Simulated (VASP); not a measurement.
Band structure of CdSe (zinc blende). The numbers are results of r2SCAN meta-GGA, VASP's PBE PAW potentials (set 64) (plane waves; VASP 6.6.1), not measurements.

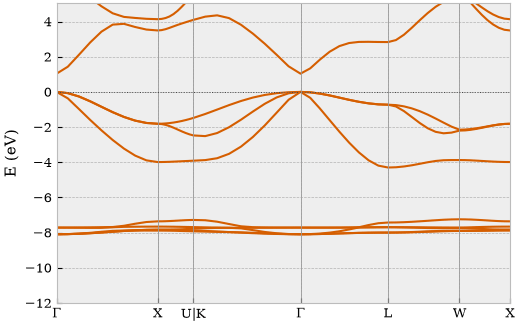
Bands along high-symmetry lines, zero at the valence-band maximum or, without a gap, the Fermi level

Problem. Read the plot: is there a gap, and where are the band edges?

Solution. The gap is direct, 1.04 eV, from the valence maximum at Γ to the conduction minimum at Γ.

The compound is CdSe in the zinc blende structure, whereas wurtzite is the usual form. It was relaxed first.
